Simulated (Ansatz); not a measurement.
```xyz
9

In   -1.0802   -0.9734   -2.2184
Si    0.7762   -0.0935    0.7651
N     0.3579   -0.9744   -0.6268
H    -1.3610    1.4014    0.0173
Cl   -2.2747    1.6509   -0.8853
H    -0.2756    0.9623    1.0001
H     2.0597    0.6671    0.6946
H     0.8103   -0.8820    2.0325
H     0.9874   -1.7581   -0.7790
```

The product side of a reaction path; geometry: PBE0-D4/def2-TZVP; core potentials replace the inner electrons of In.

Level of theory: Ansatz, RKS PBE0-D4/def2-TZVPP.

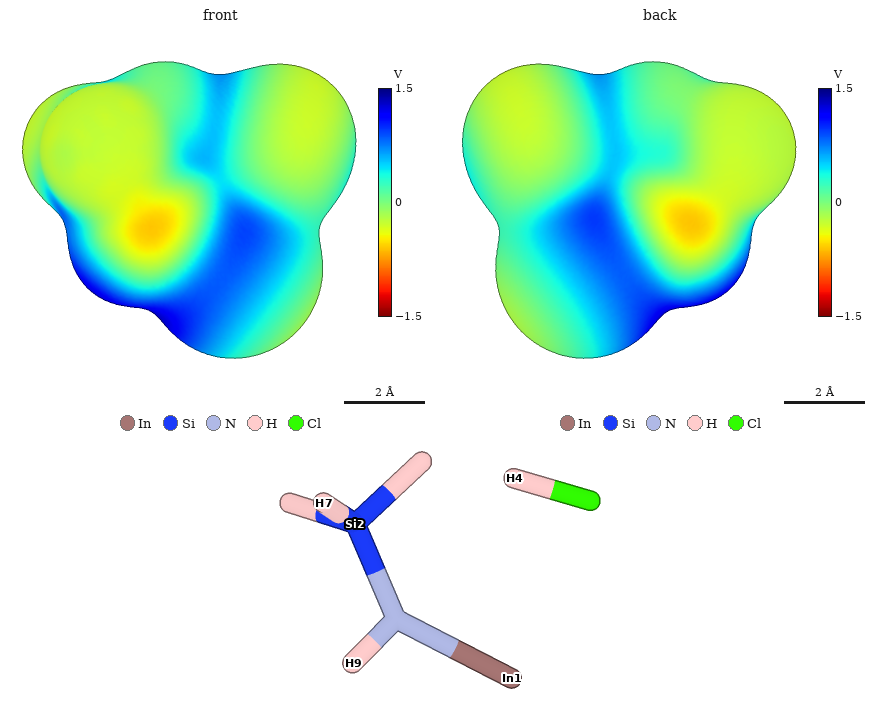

H4InNSi···HCl. The molecular electrostatic potential painted on the density surface at 0.001 e/bohr³, seen from the front and from behind; red is negative and blue positive. The bare structure is drawn below in the same view.

Q: Describe the electrostatic potential map.

A: The most negative region (about −0.6 V, or −14 kcal/mol for a unit charge) lies over N3, the most positive (about +1.2 V, or +28 kcal/mol for a unit charge) over In1 and H9. Cl5 shows a σ-hole: about +0.4 V, or +9 kcal/mol for a unit charge at the tip opposite its bond, against about −0.1 V on its flanks.
